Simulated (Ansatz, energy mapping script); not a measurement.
# LuNiN2: energy mapping under PBE+U (6 eV), part 2 of 3

How strongly do the moments of LuNiN2 couple under PBE+U (6 eV)? The plan is to run several orders and fit a Heisenberg model.

PBE with U = 6 eV on Ni d, ortho-atomic projectors; plane waves, U on orthogonalised atomic orbitals unless named otherwise, collinear spin, no spin–orbit coupling.

So far. Step 4 (Order 1: parallel, cell A of 8 atoms): The run ends ferromagnetic.

### 5. Compensated +− start in cell A (8 atoms)

This order reverses 2 of the 2 neighbours at 3.49 Å, 2 of the 4 neighbours at 3.94 Å and 2 of the 2 neighbours at 4.13 Å, counted for an average magnetic atom.

Contents of input.yaml:

```yaml
crystal:
  lattice:
    - [0.0, -2.066690581, -3.349854372]
    - [-3.493255003, 2.066690581, -3.349854372]
    - [3.493255003, 2.066690581, -3.349854372]
  atoms:
    - { symbol: Lu, position: [0.959423524, 0.479711762, 0.479711762] }
    - { symbol: Lu, position: [0.959423524, 0.979711762, 0.979711762] }
    - { symbol: Ni, position: [0.606017819, 0.05300891, 0.55300891], spin: 2.0 }
    - { symbol: Ni, position: [0.606017819, 0.55300891, 0.05300891], spin: -2.0 }
    - { symbol: "N", position: [0.147633128, 0.00096285, 0.50096285] }
    - { symbol: "N", position: [0.147633128, 0.50096285, 0.00096285] }
    - { symbol: "N", position: [0.501925699, 0.823816564, 0.323816564] }
    - { symbol: "N", position: [0.501925699, 0.323816564, 0.823816564] }
magnetization:
  spin_polarized: true
kpoints:
  mp_grid: { grid: [10, 7, 7] }
hamiltonian:
  xc: pbe
  hubbard:
    sites:
      - { species: Ni, l: d, u_eff: 6.0 }
      - { site: 2, l: d, u_eff: 6.0, starting_ns: [{ spin: up, occupation_matrix: ni2_major }, { spin: down, occupation_matrix: ni2_minor }] }
      - { site: 3, l: d, u_eff: 6.0, starting_ns: [{ spin: up, occupation_matrix: ni2_minor }, { spin: down, occupation_matrix: ni2_major }] }
    projectors: ortho-atomic
    occupation_matrices:
      ni2_major:
        matrix:
          - [0.94, 0.0, 0.0, 0.02, 0.0]
          - [0.0, 0.977, 0.0, 0.0, 0.0]
          - [0.0, 0.0, 0.951, 0.0, 0.0]
          - [0.02, 0.0, 0.0, 0.945, 0.0]
          - [0.0, 0.0, 0.0, 0.0, 0.973]
      ni2_minor:
        matrix:
          - [0.914, 0.0, 0.0, 0.038, 0.0]
          - [0.0, 0.97, 0.0, 0.0, 0.0]
          - [0.0, 0.0, 0.248, 0.0, 0.0]
          - [0.038, 0.0, 0.0, 0.918, 0.0]
          - [0.0, 0.0, 0.0, 0.0, 0.967]
scf:
  occupations: { method: fermi_dirac, width: 0.05 }
output:
  eigenvalues: true
  write_density: true
  write_potential: true
  elf: true
  volumetric_format: npy
```

The run is started by

```
$ ansatz run input.yaml --threads 4 --pin off --max-ram 8192MiB --backend cpu --events-out ev --progress --plain --runs-dir out
```

Numbers of over 12 decimals in the logs are rounded to 6 here.

The log of the run:

```text
[...]
Crystal: 8 atoms, lattice volume = 96.737 Å³
Basis set: ecut = 420 eV, 1899 PW (Γ)
Bands: 66, of which v1, the nominal top of the filled ones, is band 53 counted from 1 (52 counted from 0)
Symmetry: 2 space group operations
[...]
k-points: 144 of 490 (time reversal used)
[...]
Starting moments: Σ|m| = 4 μB on 2 of 8 sites
Starting magnetic order: antiferromagnet; a translation exchanges its spin sublattices: spin-degenerate at every k-point
[...]
SCF iter   1: F=—  HF=-42680.298420 eV  |F-HF|=—  |Δ(HF+E_count)|=         —  Δρ=1.06e-1 (↑1.06e-1 ↓1.06e-1)  dr2=1.81e1  dr2_m=5.58e0  M=0.000 μB ∫|m|=1.625 μB  β_m=0.30  ethr=3.10e-3  ⟨swp⟩=5.2  Hψ=41119  notcnv=0  defer=75
[...]
SCF iter  19: F=-42677.240107 eV  HF=-42677.240107 eV  |F-HF|=2.49e-8  |Δ(HF+E_count)|=   1.20e-7  Δρ=3.34e-6 (↑3.34e-6 ↓3.34e-6)  dr2=3.78e-8  dr2_m=1.82e-9  M=0.000 μB ∫|m|=1.798 μB  ethr=9.43e-11  ⟨swp⟩=13.9  Hψ=48592  notcnv=0
SCF 1 converged in 19 iterations: F = -42677.240107 eV  dr2 = 3.78e-8
[...]
SCF converged after 19 iterations
Magnetization: 0.0000 μB (53.0000 up, 53.0000 down)
Absolute magnetization: 1.7980 μB (∫|ρ↑−ρ↓|, with the PAW one-centre terms)
[...]
Per-site moments (μB) at R_I (Å): [(-3.238437773831317e-16, 0.980092), (3.1545857472178775e-16, 0.980092), (0.748336, 0.817638), (-0.748336, 0.817638), (0.011176, 0.604076), (-0.011176, 0.604076), (0.00819129, 0.604076), (-0.00819129, 0.604076)]
Free energy (F): -42677.240107 eV
[...]
Internal energy: -42677.225075 eV  (E = F + TS)
E sigma→0 (E₀):  -42677.232591 eV
Entropy (-TS):   -0.015032 eV (-1.879 meV/atom)
Fermi energy:    15.836629 eV
[...]
--- Specified on-site occupations, and those of the state reported ---
  electrons in the specified blocks: 17.6060 specified, 17.6531 found
[...]
--- Band table (eV; the first three rows and the last of 288) ---
  k-point 0 ↑: bands = [... 49 lower, 13.5195, 13.7725, 14.2491, 14.6694, 15.7596, 16.7628, 17.6797, 18.5828, ... 9 higher]
  k-point 1 ↑: bands = [... 49 lower, 13.2940, 13.7713, 14.2368, 14.8094, 15.9213, 16.9398, 17.6987, 18.4133, ... 9 higher]
  k-point 2 ↑: bands = [... 49 lower, 13.0536, 13.7542, 14.3232, 14.9291, 16.3755, 17.1964, 17.7632, 18.2876, ... 9 higher]
  k-point 143 ↓: bands = [... 49 lower, 13.2500, 13.8696, 15.2178, 15.9363, 16.9501, 17.1729, 18.4509, 18.8621, ... 9 higher]
Occupation matrices written to <dir>
```

The job ended after 71 s (4 threads of Arm Neoverse V1, shared host; peak memory 1.5 GiB; 4.7 min of CPU time).

Spin moment in the sphere by atom:

| atom | spin moment in the sphere (μB) |
| --- | --- |
| Lu1 | 0.000 |
| Lu2 | 0.000 |
| Ni3 | 0.748 |
| Ni4 | -0.748 |
| N5 | 0.011 |
| N6 | -0.011 |
| N7 | 0.008 |
| N8 | -0.008 |

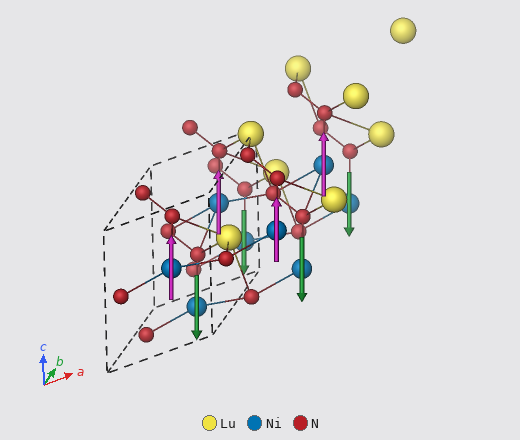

Spin moment in the sphere as arrows, the longest 0.748 μB. Up and down stand for the sign. Arrows give size and sign along the axis of quantisation, drawn up and down the page. The two directions have two colours. Bonds to atoms that aren't drawn are left out. 2×2×1 cells are drawn. Some periodic images of atoms are drawn too.

The run ends antiferromagnetic, 53.89 meV a magnetic atom above the parallel order of its cell (energies taken at zero occupation width, not the printed F).

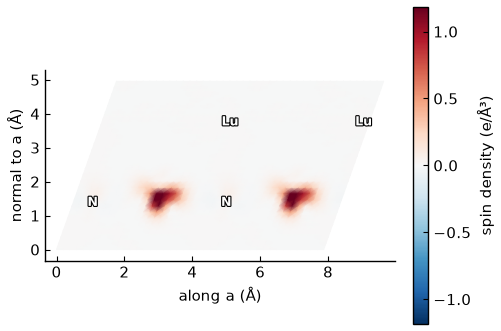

Spin density in the ac plane at fractional y = 0.001, with atoms of Lu and N within 0.2 Å of it. The map starts off the cell's origin, so that atoms lie inside it.

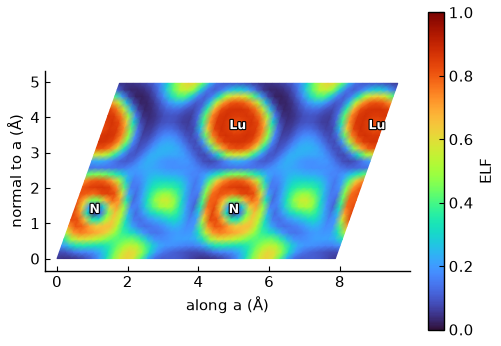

ELF in the ac plane at fractional y = 0.001, with atoms of Lu and N within 0.2 Å of it. It is the smooth field of the valence electrons, not physical close to the nuclei. The map starts off the cell's origin, so that atoms lie inside it.

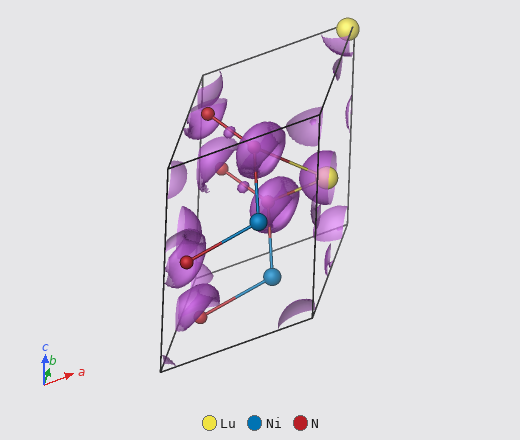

Surface of ELF = 0.81. Bonds to atoms that aren't drawn are left out.

### 6. A changed input

The input is changed once more, to see how this run answers a poor choice.

Edit input.yaml of step 5 so:

```diff
@@ -43,7 +43,5 @@
   occupations: { method: fermi_dirac, width: 0.05 }
+  mixing: { algorithm: anderson, beta: 0.001, ndim: 1 }
+  max_iter: 100
 output:
   eigenvalues: true
-  write_density: true
-  write_potential: true
-  elf: true
-  volumetric_format: npy
```

The log of the run:

```text
Engine: ansatz 0.2.0, aarch64-unknown-linux-gnu
Pseudopotentials: kind: paw
Pseudopotential: Lu, paw, valence charge 25, recommended cutoff 420 eV (normal), Lu.paw.azcp
Pseudopotential: Ni, paw, valence charge 18, recommended cutoff 420 eV (normal), Ni.paw.azcp
Pseudopotential: N, paw, valence charge 5, recommended cutoff 420 eV (normal), N.paw.azcp
Functional definition: PBE
  parameter kappa = 0.804
  parameter beta = 0.066725
  exchange = pbe_x(kappa = kappa, mu = beta*pi^2/3)
  correlation = pbe_c(beta = beta)
Crystal: 8 atoms, lattice volume = 96.737 Å³
Basis set: ecut = 420 eV, 1899 PW (Γ)
Bands: 66, of which v1, the nominal top of the filled ones, is band 53 counted from 1 (52 counted from 0)
Symmetry: 2 space group operations
Space group: Cm (ITA 8), of the structure as read, at distance tolerance 4.6e-5 Å
Magnetic group: BNS 8.36 (UNI 43), of the structure as read, at distance tolerance 4.6e-5 Å
k-points: 144 of 490 (time reversal used)
Non-local potential: Lu, projectors of the file, l = 0: 3, l = 1: 2, l = 2: 2, l = 3: 3
[...]
SCF iter  61: F=—  HF=-42679.747844 eV  |F-HF|=—  |Δ(HF+E_count)|=   7.89e-3  Δρ=9.65e-2 (↑9.65e-2 ↓9.65e-2)  dr2=1.46e1  dr2_m=4.82e0  M=0.000 μB ∫|m|=1.664 μB  ethr=9.43e-7  ⟨swp⟩=9.0  Hψ=68662  notcnv=0
Mixer restart at iter 61: flushing history
iteration 61: the SCF's residuals had fallen too slowly under its mixing. It goes on by minimising its free energy, and can end on another state than longer mixing would; under `scf.algorithm: density_mixing` no SCF does so, but by `scf.convergence.dm_fallback`
SCF iter  62: F=—  HF=-42678.609095 eV  |F-HF|=—  |Δ(HF+E_count)|=    1.14e0  Δρ=4.30e-2 (↑4.30e-2 ↓4.30e-2)  dr2=5.20e0  dr2_m=7.22e-3  M=0.000 μB ∫|m|=1.977 μB  ethr=9.43e-7  ⟨swp⟩=10.8  Hψ=135594  notcnv=0
SCF iter  63: F=—  HF=-42677.347519 eV  |F-HF|=—  |Δ(HF+E_count)|=    1.26e0  Δρ=6.59e-3 (↑6.59e-3 ↓6.59e-3)  dr2=1.61e-1  dr2_m=7.68e-4  M=0.000 μB ∫|m|=1.850 μB  ethr=9.43e-7  ⟨swp⟩=11.6  Hψ=101856  notcnv=0
SCF iter  64: F=—  HF=-42677.244909 eV  |F-HF|=—  |Δ(HF+E_count)|=   1.03e-1  Δρ=3.44e-3 (↑3.44e-3 ↓3.44e-3)  dr2=3.03e-2  dr2_m=1.21e-3  M=0.000 μB ∫|m|=1.799 μB  ethr=9.43e-7  ⟨swp⟩=9.3  Hψ=86796  notcnv=0
SCF iter  65: F=—  HF=-42677.240091 eV  |F-HF|=—  |Δ(HF+E_count)|=   4.82e-3  Δρ=5.53e-4 (↑5.53e-4 ↓5.53e-4)  dr2=6.82e-4  dr2_m=1.27e-4  M=0.000 μB ∫|m|=1.807 μB  ethr=9.43e-7  ⟨swp⟩=8.0  Hψ=78713  notcnv=0
```

Elapsed: 4 min, on 4 threads; peak memory 3.2 GiB.

The run was stopped unfinished when the time set aside for it ran out, so what it printed is not taken as a result.

### 7. Parallel start in cell B (8 atoms)

The parallel order again, as the reference for this cell.

This run holds the same structure in another cell (a 3.936 → 4.133 Å, α 83.2 → 79.1°, β 70.4 → 66.9°, γ 70.4 → 66.9°).

Contents of input.yaml:

```yaml
crystal:
  lattice:
    - [0.0, 4.133381162, 0.0]
    - [-3.493255003, 2.066690581, -3.349854372]
    - [-3.493255003, 2.066690581, 3.349854372]
  atoms:
    - { symbol: Lu, position: [0.5, 0.459423524, 0.540576476] }
    - { symbol: Lu, position: [0.0, 0.959423524, 0.040576476] }
    - { symbol: Ni, position: [0.75, 0.856017819, 0.643982181], spin: 2.0 }
    - { symbol: Ni, position: [0.25, 0.356017819, 0.143982181], spin: 2.0 }
    - { symbol: "N", position: [0.927146286, 0.574779413, 0.925220586] }
    - { symbol: "N", position: [0.427146286, 0.074779414, 0.425220587] }
    - { symbol: "N", position: [0.572853714, 0.574779414, 0.925220586] }
    - { symbol: "N", position: [0.072853714, 0.074779414, 0.425220587] }
magnetization:
  spin_polarized: true
kpoints:
  mp_grid: { grid: [10, 10, 10] }
hamiltonian:
  xc: pbe
  hubbard:
    sites:
      - { species: Ni, l: d, u_eff: 6.0 }
      - { site: 2, l: d, u_eff: 6.0, starting_ns: [{ spin: up, occupation_matrix: ni2_major }, { spin: down, occupation_matrix: ni2_minor }] }
      - { site: 3, l: d, u_eff: 6.0, starting_ns: [{ spin: up, occupation_matrix: ni2_major }, { spin: down, occupation_matrix: ni2_minor }] }
    projectors: ortho-atomic
    occupation_matrices:
      ni2_major:
        matrix:
          - [0.94, 0.0, 0.0, 0.02, 0.0]
          - [0.0, 0.977, 0.0, 0.0, 0.0]
          - [0.0, 0.0, 0.951, 0.0, 0.0]
          - [0.02, 0.0, 0.0, 0.945, 0.0]
          - [0.0, 0.0, 0.0, 0.0, 0.973]
      ni2_minor:
        matrix:
          - [0.914, 0.0, 0.0, 0.038, 0.0]
          - [0.0, 0.97, 0.0, 0.0, 0.0]
          - [0.0, 0.0, 0.248, 0.0, 0.0]
          - [0.038, 0.0, 0.0, 0.918, 0.0]
          - [0.0, 0.0, 0.0, 0.0, 0.967]
scf:
  occupations: { method: fermi_dirac, width: 0.05 }
output:
  eigenvalues: true
```

The log of the run:

```text
[...]
Crystal: 8 atoms, lattice volume = 96.737 Å³
Basis set: ecut = 420 eV, 1883 PW (Γ)
Bands: 66, of which v1, the nominal top of the filled ones, is band 53 counted from 1 (52 counted from 0)
Symmetry: 8 space group operations
[...]
k-points: 171 of 1000 (time reversal used)
[...]
Starting moments: Σ|m| = 4 μB on 2 of 8 sites
[...]
k-point 1 ↑: bands = [... 49 lower, 12.6565, 13.6341, 14.7250, 15.0730, 15.1778, 15.6106, 17.0986, 18.4960, ... 9 higher]
  k-point 2 ↑: bands = [... 49 lower, 12.6025, 13.7892, 14.9314, 15.0865, 15.4071, 15.8802, 16.8521, 18.4656, ... 9 higher]
  k-point 170 ↓: bands = [... 49 lower, 12.7213, 14.5954, 14.5954, 17.2200, 17.2200, 18.1043, 18.1043, 18.8115, ... 9 higher]
Occupation matrices written to <dir>
[key lines of the parts left out:]
SCF converged after 18 iterations
Magnetization: 1.7245 μB (53.8623 up, 52.1377 down)
Free energy (F): -42677.346378 eV
Fermi energy:    16.043100 eV
```

Run time: 2.5 min. Hardware: 4 threads; peak memory 1.9 GiB.

The run ends ferromagnetic. For each magnetic atom its energy differs from the parallel run of the first cell by -0.74 meV, an error that one common reference would have brought in.

### 8. Run 4 (compensated +−; cell B, 8 atoms)

This order reverses 2 of the 2 neighbours at 3.49 Å, 4 of the 4 neighbours at 3.94 Å and 0 of the 2 neighbours at 4.13 Å, counted for an average magnetic atom.

Edit input.yaml of step 7 so:

```diff
@@ -9,3 +9,3 @@
     - { symbol: Ni, position: [0.75, 0.856017819, 0.643982181], spin: 2.0 }
-    - { symbol: Ni, position: [0.25, 0.356017819, 0.143982181], spin: 2.0 }
+    - { symbol: Ni, position: [0.25, 0.356017819, 0.143982181], spin: -2.0 }
     - { symbol: "N", position: [0.927146286, 0.574779413, 0.925220586] }
@@ -24,3 +24,3 @@
       - { site: 2, l: d, u_eff: 6.0, starting_ns: [{ spin: up, occupation_matrix: ni2_major }, { spin: down, occupation_matrix: ni2_minor }] }
-      - { site: 3, l: d, u_eff: 6.0, starting_ns: [{ spin: up, occupation_matrix: ni2_major }, { spin: down, occupation_matrix: ni2_minor }] }
+      - { site: 3, l: d, u_eff: 6.0, starting_ns: [{ spin: up, occupation_matrix: ni2_minor }, { spin: down, occupation_matrix: ni2_major }] }
     projectors: ortho-atomic
```

The log of the run:

```text
[...]
Crystal: 8 atoms, lattice volume = 96.737 Å³
Basis set: ecut = 420 eV, 1883 PW (Γ)
Bands: 66, of which v1, the nominal top of the filled ones, is band 53 counted from 1 (52 counted from 0)
Symmetry: 4 space group operations
[...]
k-points: 171 of 1000 (time reversal used)
[...]
Starting moments: Σ|m| = 4 μB on 2 of 8 sites
[...]
k-point 1 ↑: bands = [... 49 lower, 13.4298, 14.7141, 15.0216, 15.0624, 15.2683, 15.8727, 18.5757, 18.7050, ... 9 higher]
  k-point 2 ↑: bands = [... 49 lower, 13.2399, 14.7234, 15.0958, 15.3698, 15.4327, 16.1068, 18.5371, 18.5443, ... 9 higher]
  k-point 170 ↓: bands = [... 49 lower, 12.6802, 14.1219, 14.5299, 14.7656, 17.0761, 17.8225, 18.0470, 18.5512, ... 9 higher]
Occupation matrices written to <dir>
[key lines of the parts left out:]
SCF converged after 19 iterations
Magnetization: 0.0000 μB (53.0000 up, 53.0000 down)
Free energy (F): -42677.245281 eV
Fermi energy:    15.635002 eV
```

Run time: 2.6 min. Hardware: 4 threads; peak memory 1.9 GiB.

The run ends antiferromagnetic, 50.25 meV a magnetic atom above the parallel order of its cell (energies taken at zero occupation width, not the printed F).

### 9. Order 5: parallel, cell C of 8 atoms

The parallel order again, as the reference for this cell.

This run holds the same structure in another cell (a 4.133 → 3.936 Å, b 5.263 → 3.936 Å, c 5.263 → 6.987 Å, α 79.1 → 90.0°, β 66.9 → 90.0°, γ 66.9 → 116.7°).

Contents of input.yaml:

```yaml
crystal:
  lattice:
    - [0.0, 2.066690581, 3.349854372]
    - [0.0, 2.066690581, -3.349854372]
    - [-6.986510006, 0.0, 0.0]
  atoms:
    - { symbol: Lu, position: [0.040576476, 0.959423524, 0.5] }
    - { symbol: Lu, position: [0.040576476, 0.959423524, 0.0] }
    - { symbol: Ni, position: [0.393982181, 0.606017819, 0.25], spin: 2.0 }
    - { symbol: Ni, position: [0.393982181, 0.606017819, 0.75], spin: 2.0 }
    - { symbol: "N", position: [0.852366872, 0.501925699, 0.25] }
    - { symbol: "N", position: [0.852366872, 0.501925699, 0.75] }
    - { symbol: "N", position: [0.498074301, 0.147633128, 0.25] }
    - { symbol: "N", position: [0.498074301, 0.147633128, 0.75] }
magnetization:
  spin_polarized: true
kpoints:
  mp_grid: { grid: [10, 10, 5] }
hamiltonian:
  xc: pbe
  hubbard:
    sites:
      - { species: Ni, l: d, u_eff: 6.0 }
      - { site: 2, l: d, u_eff: 6.0, starting_ns: [{ spin: up, occupation_matrix: ni2_major }, { spin: down, occupation_matrix: ni2_minor }] }
      - { site: 3, l: d, u_eff: 6.0, starting_ns: [{ spin: up, occupation_matrix: ni2_major }, { spin: down, occupation_matrix: ni2_minor }] }
    projectors: ortho-atomic
    occupation_matrices:
      ni2_major:
        matrix:
          - [0.94, 0.0, 0.0, 0.02, 0.0]
          - [0.0, 0.977, 0.0, 0.0, 0.0]
          - [0.0, 0.0, 0.951, 0.0, 0.0]
          - [0.02, 0.0, 0.0, 0.945, 0.0]
          - [0.0, 0.0, 0.0, 0.0, 0.973]
      ni2_minor:
        matrix:
          - [0.914, 0.0, 0.0, 0.038, 0.0]
          - [0.0, 0.97, 0.0, 0.0, 0.0]
          - [0.0, 0.0, 0.248, 0.0, 0.0]
          - [0.038, 0.0, 0.0, 0.918, 0.0]
          - [0.0, 0.0, 0.0, 0.0, 0.967]
scf:
  occupations: { method: fermi_dirac, width: 0.05 }
output:
  eigenvalues: true
```

The log of the run:

```text
[...]
Crystal: 8 atoms, lattice volume = 96.737 Å³
Basis set: ecut = 420 eV, 1911 PW (Γ)
Bands: 66, of which v1, the nominal top of the filled ones, is band 53 counted from 1 (52 counted from 0)
Symmetry: 8 space group operations
[...]
k-points: 93 of 500 (time reversal used)
[...]
Starting moments: Σ|m| = 4 μB on 2 of 8 sites
[...]
k-point 1 ↑: bands = [... 49 lower, 12.5627, 12.9053, 13.3376, 14.5130, 14.8286, 15.6684, 16.7701, 17.5899, ... 9 higher]
  k-point 2 ↑: bands = [... 49 lower, 12.3441, 12.8522, 13.0020, 14.8085, 14.9635, 16.0377, 16.4400, 17.7341, ... 9 higher]
  k-point 92 ↓: bands = [... 49 lower, 13.3091, 15.2995, 15.3105, 16.0841, 16.7439, 19.0353, 19.3169, 19.4501, ... 9 higher]
Occupation matrices written to <dir>
[key lines of the parts left out:]
SCF converged after 17 iterations
Magnetization: 1.7225 μB (53.8613 up, 52.1387 down)
Free energy (F): -42677.344865 eV
Fermi energy:    16.062719 eV
```

Elapsed: 74 s, on 4 threads; peak memory 1.2 GiB; 4.8 min of CPU time.

The run ends ferromagnetic. For each magnetic atom its energy differs from the parallel run of the first cell by 0.19 meV, an error that one common reference would have brought in.

### 10. Order 6: compensated +−, cell C of 8 atoms

This order reverses 2 of the 2 neighbours at 3.49 Å, 0 of the 4 neighbours at 3.94 Å and 0 of the 2 neighbours at 4.13 Å, counted for an average magnetic atom.

Edit input.yaml of step 9 so:

```diff
@@ -9,3 +9,3 @@
     - { symbol: Ni, position: [0.393982181, 0.606017819, 0.25], spin: 2.0 }
-    - { symbol: Ni, position: [0.393982181, 0.606017819, 0.75], spin: 2.0 }
+    - { symbol: Ni, position: [0.393982181, 0.606017819, 0.75], spin: -2.0 }
     - { symbol: "N", position: [0.852366872, 0.501925699, 0.25] }
@@ -24,3 +24,3 @@
       - { site: 2, l: d, u_eff: 6.0, starting_ns: [{ spin: up, occupation_matrix: ni2_major }, { spin: down, occupation_matrix: ni2_minor }] }
-      - { site: 3, l: d, u_eff: 6.0, starting_ns: [{ spin: up, occupation_matrix: ni2_major }, { spin: down, occupation_matrix: ni2_minor }] }
+      - { site: 3, l: d, u_eff: 6.0, starting_ns: [{ spin: up, occupation_matrix: ni2_minor }, { spin: down, occupation_matrix: ni2_major }] }
     projectors: ortho-atomic
```

The log of the run:

```text
[...]
Crystal: 8 atoms, lattice volume = 96.737 Å³
Basis set: ecut = 420 eV, 1911 PW (Γ)
Bands: 66, of which v1, the nominal top of the filled ones, is band 53 counted from 1 (52 counted from 0)
Symmetry: 4 space group operations
[...]
k-points: 93 of 500 (time reversal used)
[...]
Starting moments: Σ|m| = 4 μB on 2 of 8 sites
[...]
k-point 1 ↑: bands = [... 49 lower, 12.9413, 13.3048, 14.5548, 14.8381, 15.8593, 16.8143, 17.4901, 17.6406, ... 9 higher]
  k-point 2 ↑: bands = [... 49 lower, 12.8516, 12.9858, 14.8274, 14.9752, 16.1557, 16.5487, 17.5114, 17.7781, ... 9 higher]
  k-point 92 ↓: bands = [... 49 lower, 13.2686, 15.1827, 15.2474, 16.0058, 16.6825, 17.2628, 19.1372, 19.4082, ... 9 higher]
Occupation matrices written to <dir>
[key lines of the parts left out:]
SCF converged after 18 iterations
Magnetization: 0.0000 μB (53.0000 up, 53.0000 down)
Free energy (F): -42677.350940 eV
Fermi energy:    16.080466 eV
```

Run time: 42 s. Hardware: 4 threads; peak memory 1.1 GiB; 2.8 min of CPU time.

The run ends antiferromagnetic, 2.96 meV a magnetic atom below the parallel order of its cell (energies taken at zero occupation width, not the printed F).

[end of part 2 of 3]

[Logs and program files are shortened in this print: banners, set-up blocks, solver, clock and traceback lines can be left out without a mark of their own.]

[Logs are printed without paths, hosts, clocks, repeated set-up lines and the standing remarks that a program may print on its own settings, such as how far it seeks lower states.]

[Hosts, paths, dates, database ids (printed as entryN), source tags and the programs' standing remarks are cut or masked in the printed files.]

[Where a cell is said to come from a database of computed structures, the database is the Materials Project.]
